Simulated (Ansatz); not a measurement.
# A workflow on BH2Cl (SMILES BCl)

Wanted: a series of 8 runs (HF/6-31G, UHF/6-31G) of BClH2. 

The results are computed with Ansatz 0.2.0.

9 further runs of the same task are left out: 8 for a known fault of the program, 1 set aside as unsound or not needed.

## (1) The system as given

BH2Cl: 4 atoms, total charge 0, spin state singlet. As SMILES, `BCl`. Geometry: relaxed at PBE0-D4/def2-TZVP.

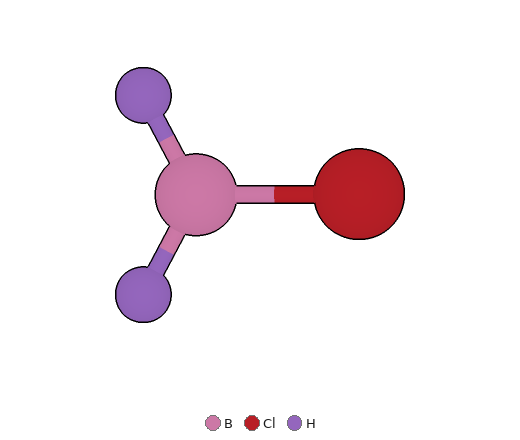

The structure, seen from a chosen angle (boron pink, chlorine red, hydrogen purple).

## (2) A single-point energy at HF/6-31G (run 1)

Contents of run.yaml:

```yaml
crystal:
  periodic: [false, false, false]
  atoms:
    - {symbol: B, position_ang: [-0.116700, 0.021700, -0.075300]}
    - {symbol: Cl, position_ang: [1.365000, -0.395300, 0.721200]}
    - {symbol: H, position_ang: [-1.106200, -0.559500, 0.240400]}
    - {symbol: H, position_ang: [-0.086600, 0.872800, -0.906600]}
basis:
  gaussian:
    orbitals: 6-31G
hamiltonian:
  xc: hf
output:
  orbitals: {seedname: orbitals}
```

Started as:

```sh
$ ansatz run run.yaml --threads 1 --pin off --max-ram 2610MiB --events-out events.jsonl --progress --plain --runs-dir runs
```

The program printed:

```text
Warning: RAYON_NUM_THREADS=1 ignored (pool sized by the plan → 1); use --threads N
Functional definition: HF
  name "HF"
  exchange = exact_x
  correlation = 0
330 factors; integrals over basis functions are off by at most 2.4e-4 eV
mean field evaluation 1: about -13205.4089 eV, gradient 1.2e1 eV
mean field evaluation 2: about -13205.4071 eV, gradient 1.2e1 eV
mean field evaluation 4: about -13206.0264 eV, gradient 1.1e0 eV
mean field evaluation 8: about -13206.0322 eV, gradient 7.5e-6 eV
mean field -13206.03224537 eV, -485.3127336473 hartree, gradient 5.8e-5 eV, S^2 0.000000; 0 other end points of the search recorded, 0 dependent functions left out
reference -13206.03224537 eV, -485.3127336473 hartree; 12, 12 occupied and 14, 14 virtual orbitals, 330 factors
Total energy: -13206.03224537 eV, -485.3127336473 hartree
```

Wall time 0.18 s (1 thread of Intel Xeon Platinum 8488C (Sapphire Rapids), shared host).

## (3) The energy at UHF/6-31G (fill excite 0 0, maximum overlap yes) (run 2)

run.yaml: that of step 2 with these lines changed.

```diff
@@ -8,7 +8,5 @@
 basis:
-  gaussian:
-    orbitals: 6-31G
-hamiltonian:
-  xc: hf
-output:
-  orbitals: {seedname: orbitals}
+  gaussian: {orbitals: 6-31G, initial_orbitals: start.molden, maximum_overlap: true}
+magnetization: {spin_polarized: true, initial_magnetization: 0}
+hamiltonian: {xc: hf}
+output: {orbitals: {seedname: orbitals}}
```

Started as:

```sh
$ ansatz run run.yaml --threads 1 --pin off --max-ram 2610MiB --events-out events.jsonl --progress --plain --runs-dir runs
```

The program printed:

```text
Warning: RAYON_NUM_THREADS=1 ignored (pool sized by the plan → 1); use --threads N
[... 4 set-up lines as earlier in the session ...]
these checks for a lower state are left out or cut short: stability, starts, cluster_reference, orbital_swaps, neighbouring_geometries, increment
330 factors; integrals over basis functions are off by at most 2.4e-4 eV
mean field evaluation 1: about -13199.4901 eV, gradient 1.2e1 eV
mean field evaluation 2: about -13200.5625 eV, gradient 5.4e0 eV
mean field evaluation 4: about -13200.8727 eV, gradient 6.1e-1 eV
mean field evaluation 8: about -13200.8814 eV, gradient 3.9e-2 eV
mean field evaluation 16: about -13200.8855 eV, gradient 6.8e-5 eV
mean field -13200.88549980 eV, -485.1235942361 hartree, gradient 2.6e-6 eV, S^2 1.043414; 0 other end points of the search recorded, 0 dependent functions left out
reference -13200.88549980 eV, -485.1235942361 hartree; 12, 12 occupied and 14, 14 virtual orbitals, 330 factors
Total energy: -13200.88549980 eV, -485.1235942361 hartree
Checks for a lower state left out: stability, starts, cluster_reference, orbital_swaps, neighbouring_geometries, increment
```

Wall time 0.2 s (1 thread of Intel Xeon Platinum 8488C (Sapphire Rapids), shared host).

Runs 3 to 5 aren't shown in full; the table further down has their settings and results.

## (4) The doublet cation: a single-point energy at UHF/6-31G (fill hole 1, maximum overlap yes) (run 6)

Contents of input.yaml:

```yaml
crystal:
  periodic: [false, false, false]
  atoms:
    - {symbol: B, position_ang: [-0.116700, 0.021700, -0.075300]}
    - {symbol: Cl, position_ang: [1.365000, -0.395300, 0.721200]}
    - {symbol: H, position_ang: [-1.106200, -0.559500, 0.240400]}
    - {symbol: H, position_ang: [-0.086600, 0.872800, -0.906600]}
basis:
  gaussian:
    orbitals: 6-31G
    initial_orbitals: start.molden
    maximum_overlap: true
hamiltonian:
  xc: hf
magnetization:
  spin_polarized: true
  initial_magnetization: 1
total_charge: 1
```

Started as:

```sh
$ ansatz run input.yaml --threads 1 --pin off --max-ram 2610MiB --events-out events.jsonl --progress --plain --runs-dir runs
```

The program printed:

```text
Warning: RAYON_NUM_THREADS=1 ignored (pool sized by the plan → 1); use --threads N
[... 4 set-up lines as earlier in the session ...]
these checks for a lower state are left out or cut short: stability, starts, cluster_reference, orbital_swaps, neighbouring_geometries, increment
330 factors; integrals over basis functions are off by at most 2.4e-4 eV
mean field evaluation 1: about -12918.5432 eV, gradient 4.6e1 eV
mean field evaluation 2: about -12927.1635 eV, gradient 7.4e0 eV
mean field evaluation 4: about -12927.4392 eV, gradient 6.9e-1 eV
mean field evaluation 8: about -12927.4558 eV, gradient 1.2e-1 eV
mean field evaluation 16: about -12927.4559 eV, gradient 5.5e-6 eV
mean field -12927.45586159 eV, -475.0752403693 hartree, gradient 5.5e-6 eV, S^2 0.751343; 0 other end points of the search recorded, 0 dependent functions left out
reference -12927.45586159 eV, -475.0752403693 hartree; 12, 11 occupied and 14, 15 virtual orbitals, 330 factors
Total energy: -12927.45586159 eV, -475.0752403693 hartree
Checks for a lower state left out: stability, starts, cluster_reference, orbital_swaps, neighbouring_geometries, increment
```

It took 0.26 s on 1 thread of Intel Xeon Platinum 8488C (Sapphire Rapids), shared host.

Run 7 isn't shown in full; the table further down has it.

## (5) The doublet cation: a single-point energy at UHF/6-31G (run 8)

Contents of run.yaml:

```yaml
crystal:
  periodic: [false, false, false]
  atoms:
    - {symbol: B, position_ang: [-0.116700, 0.021700, -0.075300]}
    - {symbol: Cl, position_ang: [1.365000, -0.395300, 0.721200]}
    - {symbol: H, position_ang: [-1.106200, -0.559500, 0.240400]}
    - {symbol: H, position_ang: [-0.086600, 0.872800, -0.906600]}
basis:
  gaussian:
    orbitals: 6-31G
magnetization:
  spin_polarized: true
  initial_magnetization: 1
hamiltonian:
  xc: hf
total_charge: 1
```

Started as:

```sh
$ ansatz run run.yaml --threads 1 --pin off --max-ram 2610MiB --events-out events.jsonl --progress --plain --runs-dir runs
```

The program printed:

```text
Warning: RAYON_NUM_THREADS=1 ignored (pool sized by the plan → 1); use --threads N
[... 4 set-up lines as earlier in the session ...]
330 factors; integrals over basis functions are off by at most 2.4e-4 eV
mean field evaluation 1: about -13192.4119 eV, gradient 1.5e1 eV
mean field evaluation 2: about -13192.4142 eV, gradient 1.5e1 eV
mean field evaluation 4: about -13194.6121 eV, gradient 2.5e0 eV
mean field evaluation 8: about -13195.1374 eV, gradient 2.9e-1 eV
mean field evaluation 16: about -13194.6901 eV, gradient 1.2e0 eV
mean field evaluation 32: about -13194.7485 eV, gradient 1.0e0 eV
mean field evaluation 64: about -13193.6247 eV, gradient 7.7e0 eV
mean field -13195.13923108 eV, -484.9124227557 hartree, gradient 2.8e-5 eV, S^2 0.756795; 1 other end points of the search recorded, 0 dependent functions left out
reference -13195.13923108 eV, -484.9124227557 hartree; 12, 11 occupied and 14, 15 virtual orbitals, 330 factors
Total energy: -13195.13923108 eV, -484.9124227557 hartree
```

It took 0.32 s on 1 thread of Intel Xeon Platinum 8488C (Sapphire Rapids), shared host.

## (6) Overview of the runs

| run | level | starting guess | maximum overlap | partner | energy (Eh) | wall time |
| --- | --- | --- | --- | --- | --- | --- |
| 1 | HF/6-31G | – | – | base | -485.312734 | 0.18 s |
| 2 | UHF/6-31G (fill excite 0 0, maximum overlap yes) | ground-state orbitals | yes | excited | -485.123594 | 0.2 s |
| 3 | UHF/6-31G | – | – | triplet | -485.121058 | 0.34 s |
| 4 | UHF/6-31G (fill excite 1 2, maximum overlap yes) | ground-state orbitals | yes | excited | -484.809977 | 0.32 s |
| 5 | UHF/6-31G (fill hole 0, maximum overlap yes) | ground-state orbitals | yes | core hole | -381.036434 | 0.22 s |
| 6 | UHF/6-31G (fill hole 1, maximum overlap yes) | ground-state orbitals | yes | core hole | -475.075240 | 0.26 s |
| 7 | UHF/6-31G (fill hole 10, maximum overlap yes) | ground-state orbitals | yes | valence hole | -484.875268 | 0.18 s |
| 8 | UHF/6-31G | – | – | cation | -484.912423 | 0.32 s |

## (7) Results

| quantity | value |
| --- | --- |
| doublet cation, run 8: total energy | -484.91242 Eh |
| doublet cation, run 8: ⟨S²⟩ | 0.757 |
| vertical ionisation energy (to the doublet cation) | 10.893 eV |
| vertical energy of the triplet above the singlet | 5.216 eV |

What this shows: The vertical ionisation energy comes to 10.89 eV (251 kcal/mol). −ε(HOMO) before ionisation, 12.00 eV, is 1.10 eV above this ionisation energy. At this shape the triplet lies 5.22 eV (120 kcal/mol) above the singlet. Spin contamination of the reference: run 2 ⟨S²⟩ = 1.04, run 4 ⟨S²⟩ = 1.02. Where it is this large, the reference is a mixture of spin states, and values that rest on it are in doubt. All runs together took 2 s, the longest 0.34 s.
